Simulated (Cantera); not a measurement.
Feed: 1 mol CS2, 0.54 mol H2, equilibrated at 100 Torr.

Cantera equilibrium calculation (NASA polynomials, part measured and part estimated; ideal gas, pure solids and liquids). Candidate condensed phases: C, C6H6, C7H8, C8H18, S; 83 gas species. The numbers say what is thermodynamically allowed, not how fast it happens.

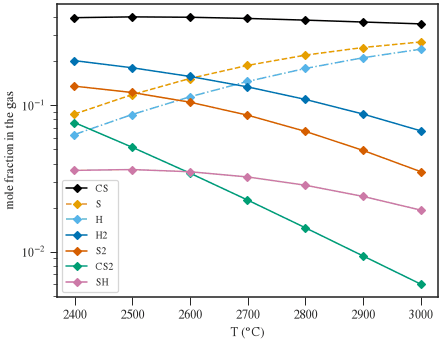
Equilibrium gas composition (values under 1e-9 drawn at 1e-9)

From 2400 °C to 3000 °C nothing is condensed. The main C-bearing gas is CS throughout.
